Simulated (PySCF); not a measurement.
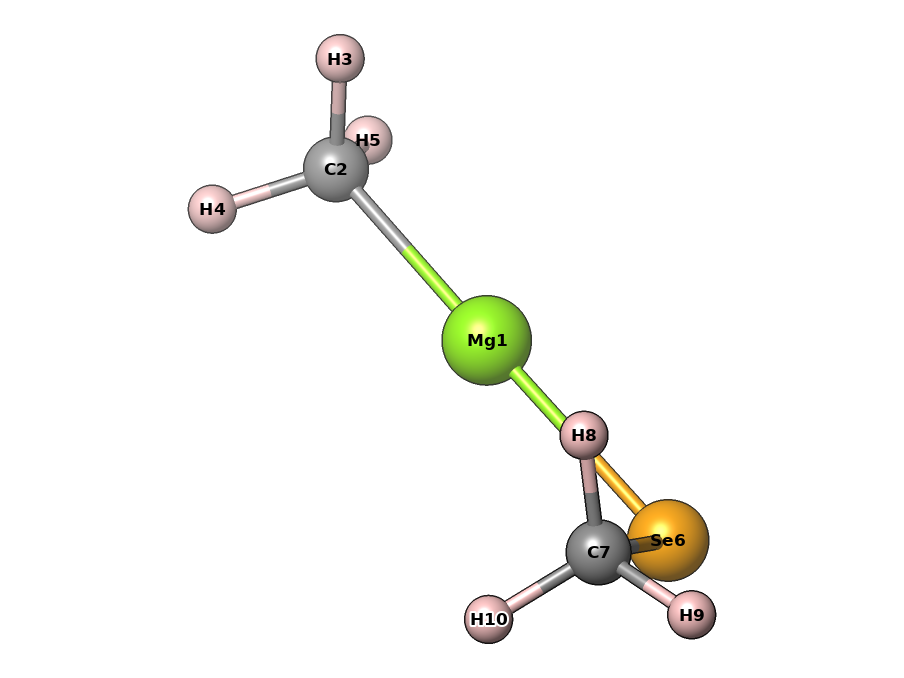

Se6 lies behind C7. The molecule seen a little off the C7–Se6 bond, C7 in front. Depth is shown by fading: the farther an atom, the more it takes the colour of the background. The computed structure is the end point of a PBE0-D3(BJ)/def2-SVP optimisation. No frequency run is at hand to confirm it as a minimum.

**What is the torsion angle H8–C7–Se6–Mg1? The sign is positive where the front bond must turn clockwise to cover the back bond.**

−47°, synclinal (gauche).
